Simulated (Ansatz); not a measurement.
# ClGe4H11O (built from SMILES Cl.[OH][Ge]([GeH3])([GeH3])[GeH3]): search for a transition state

Is there a first-order saddle for this four-centre ligand exchange, which should form Ge1–Cl7, Ge2–H6 and break Ge1–Ge2, H6–Cl7, and which two structures does it connect?

The runs use Ansatz 0.2.0, Gaussian basis; PBE0-D4, def2-SVP first, then def2-TZVP.

152 further runs of the same task are left out: 152 set aside as unsound or not needed. Runs told in other sessions of the task aren't counted.

## (1) The system as given

The guess: 17 atoms, charge 0, spin multiplicity 1.

Atoms are counted from 1 here; the program's logs count them from 0.

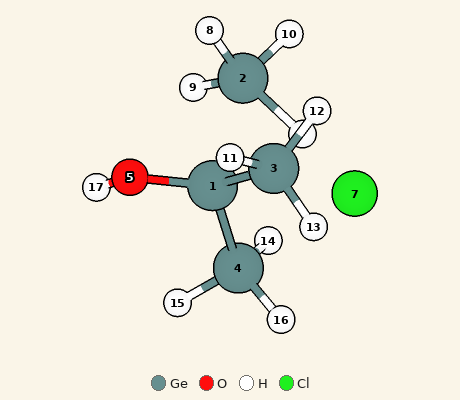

As it starts; germanium teal, oxygen red, hydrogen white, chlorine green; atoms are numbered from 1 in the order of the file.

Coordinates:

```xyz
17
ClGe4H11O
Ge   -0.42050   -0.38210   -0.55800
Ge    1.92730   -0.69360    0.80030
Ge    0.07780    1.53200   -1.96450
Ge   -1.96870   -0.32460    1.34080
O    -0.54160   -1.80020   -1.61190
H     0.97320    0.75450    1.00550
Cl   -0.08130    2.09410    1.11350
H     2.76270   -1.09960   -0.38920
H     1.60260   -2.03610    1.42180
H     3.01270   -0.23150    1.74280
H     0.11540    1.15410   -3.43030
H     1.40790    2.14000   -1.62960
H    -0.99170    2.57730   -1.82230
H    -1.26520   -0.33160    2.66320
H    -2.87310   -1.55460    1.34140
H    -2.89390    0.85150    1.27010
H    -0.84360   -2.64950   -1.29340
```

Distances that are to change: Ge1–Cl7 3.01 Å, Ge2–H6 1.75 Å, Ge1–Ge2 2.73 Å, H6–Cl7 1.71 Å.

## (2) Relaxing the guess with the reacting distances held

hold/in.yaml

```yaml
crystal:
  periodic: [false, false, false]
  atoms:
    - {symbol: Ge, position_ang: [-0.420500, -0.382100, -0.558000]}
    - {symbol: Ge, position_ang: [1.927300, -0.693600, 0.800300]}
    - {symbol: Ge, position_ang: [0.077800, 1.532000, -1.964500]}
    - {symbol: Ge, position_ang: [-1.968700, -0.324600, 1.340800]}
    - {symbol: O, position_ang: [-0.541600, -1.800200, -1.611900]}
    - {symbol: H, position_ang: [0.973200, 0.754500, 1.005500]}
    - {symbol: Cl, position_ang: [-0.081300, 2.094100, 1.113500]}
    - {symbol: H, position_ang: [2.762700, -1.099600, -0.389200]}
    - {symbol: H, position_ang: [1.602600, -2.036100, 1.421800]}
    - {symbol: H, position_ang: [3.012700, -0.231500, 1.742800]}
    - {symbol: H, position_ang: [0.115400, 1.154100, -3.430300]}
    - {symbol: H, position_ang: [1.407900, 2.140000, -1.629600]}
    - {symbol: H, position_ang: [-0.991700, 2.577300, -1.822300]}
    - {symbol: H, position_ang: [-1.265200, -0.331600, 2.663200]}
    - {symbol: H, position_ang: [-2.873100, -1.554600, 1.341400]}
    - {symbol: H, position_ang: [-2.893900, 0.851500, 1.270100]}
    - {symbol: H, position_ang: [-0.843600, -2.649500, -1.293400]}
basis:
  gaussian: {orbitals: def2-SVP}
hamiltonian: {xc: pbe0, dispersion: d4}
relax: {f_tol: 0.04, max_steps: 150, escape_saddle: false, constraints: [{distance: [0, 6]}, {distance: [1, 5]}, {distance: [0, 1]}, {distance: [5, 6]}]}
```

Launch:

```sh
> ansatz run in.yaml --threads 4 --pin off --events-out ev --progress --plain --max-ram 66560MiB --backend cuda --devices 0, --max-vram 37GiB
```

After this run come: A starting Hessian; Saddle search in the small basis; Saddle search in triple zeta; Vibrations at the point found; Relaxing after a step of 0.30 Å one way along the mode; Relaxing after a step of 0.30 Å the other way along the mode.

Q: Predict the outcome of this session. Wanted: imaginary mode; barrier from the start side; barrier from the end side; energy of the step; pairs that change; zero-point energy at the saddle.

**Answer**, as computed:

```
                       quantity                                                         value
                 imaginary mode                                                     490i cm⁻¹
    barrier from the start side                                                      1.241 eV
      barrier from the end side                                                      1.798 eV
             energy of the step                                                     -0.557 eV
              pairs that change  Ge1–Cl7 formed, Ge2–H6 formed, Ge1–Ge2 broken, H6–Cl7 broken
zero-point energy at the saddle                                                      2.484 eV
```

**Reading.** The point has a single imaginary mode (490i cm⁻¹), as a transition state must. It joins the planned start and end. At PBE0-D4/def2-TZVP the electronic barrier is 1.241 eV, about 48 kT at 298 K, and the step runs 0.557 eV downhill. These are plain relaxations, not an intrinsic reaction coordinate. Lower complexes than these ends may exist.
